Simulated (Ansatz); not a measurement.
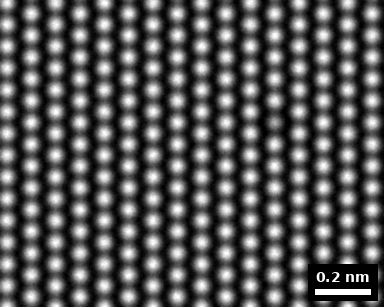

Dark-field STEM-like image of C (Fd-3m, No. 227) along [210]. Simulation: incoherent imaging, intensity Z^1.6 per atom, probe width 0.54 Å, thin sample. The probe carries 15 % of its weight in a tail 2.5 times as wide. Shot noise was added.

The sample is 4 repeats (31.8 Å) thick. One point defect was put into the perfect crystal, without relaxing the atoms around it. Brightness is counted from the darkest point of the image. Host structure: a calculation's starting geometry; the starting structure was generated, so it need not be a known form of this composition.

Question: Where is the defect (in Å from the left and the top edge), and what does its contrast suggest?

Answer: At about 10 Å from the left and 4 Å from the top. The column is dimmer, which points to a vacancy or a lighter atom. The column holds 4 atoms (C) through the sample, and one C atom is missing, so its peak drops to about 70 % of that of its equals.
